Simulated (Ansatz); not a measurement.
**ClW$_{2}$ (charge +1): density, localisation and related maps**

Input file:

```
crystal:
  periodic: [false, false, false]
  atoms:
    - {symbol: W, position_ang: [1.859861, -2.496978, -0.667236]}
    - {symbol: W, position_ang: [0.493730, -1.312953, 0.376955]}
    - {symbol: Cl, position_ang: [1.930809, -4.242869, 0.714181]}
basis:
  gaussian: {orbitals: def2-TZVP, initial_orbitals: start.molden}
total_charge: 1
hamiltonian: {xc: pbe0, dispersion: d4}
output: {orbitals: {seedname: orbitals}}
```

Run with:

```sh
ansatz run in.yaml --threads 4 --pin off --events-out ev --progress --plain --max-ram 3916MiB
```

Geometry: PBE0-D4/def2-TZVP; core potentials replace the inner electrons of W.

Method: Ansatz, RKS PBE0-D4/def2-TZVP.

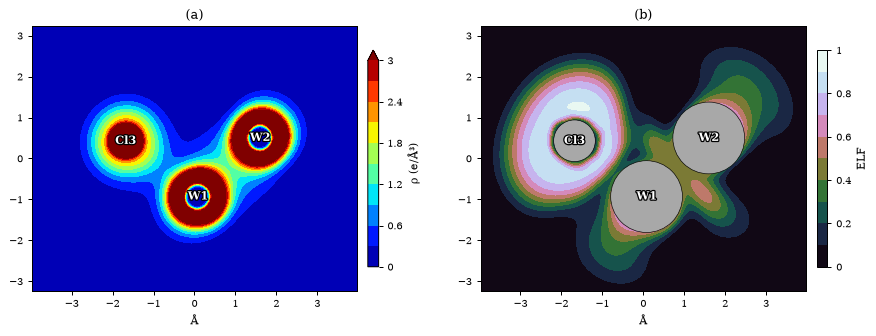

Figure 1. (a) electron density; (b) ELF on the molecular plane. Grey discs cover the atomic cores in the ELF map.

> Read the bonding off the picture.

The section cuts through W and Cl sites.
W–W (2.09 Å): ρ at the midpoint is about 1.5 e/Å³; the ELF is about 0.40 at the midpoint.
W–Cl (2.23 Å): the density is about 0.83 e/Å³ at the midpoint; the ELF peaks at about 0.80 in the valence shell of Cl, 0.8 Å from its nucleus, and is about 0.45 at the midpoint.

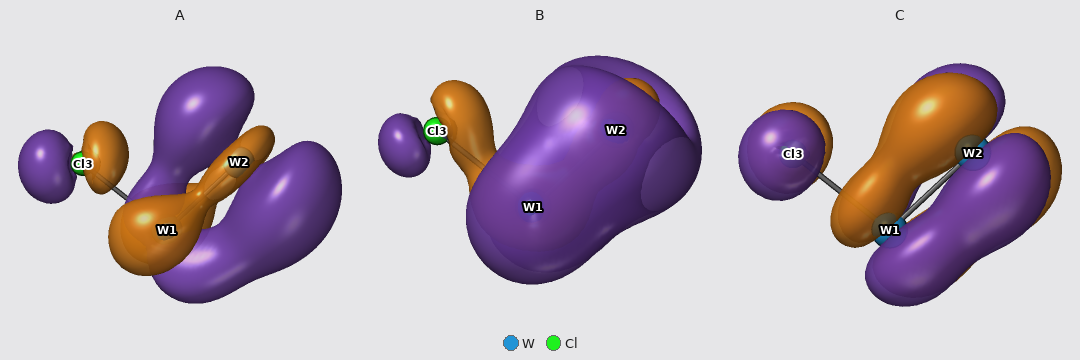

Figure 2. Three frontier orbitals at ±0.08 Å⁻³ᐟ² (orange and purple are the two phases), in no order.

> Which picture is the HOMO−1, the HOMO and the LUMO?

B is the HOMO−1 (−11.65 eV). By Hirshfeld shares it lies mainly on W1 (about 50 %) and W2 (about 45 %). C is the HOMO (−11.10 eV). By Hirshfeld shares it lies mainly on W2 (about 65 %), W1 (about 25 %) and Cl3 (about 10 %). A is the LUMO (−8.85 eV). By Hirshfeld shares it lies mainly on W2 (about 60 %), W1 (about 30 %) and Cl3 (about 10 %).

> What is the HOMO–LUMO gap?

2.25 eV between the orbital energies.

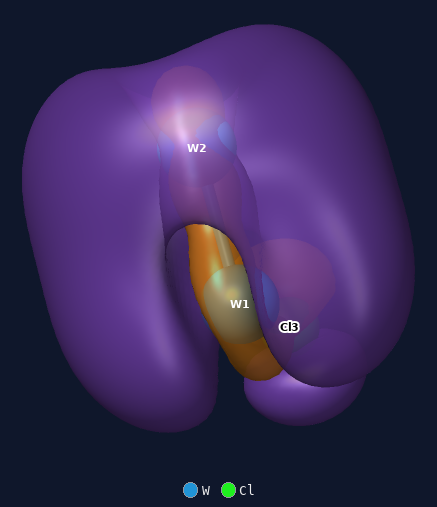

Figure 3. The HOMO−1 at ±0.06 Å⁻³ᐟ² (orange and purple are the two phases), seen at an oblique angle.

> What is the character of this orbital?

By Hirshfeld shares it lies mainly on W1 (about 50 %) and W2 (about 45 %). Its energy is −11.65 eV.
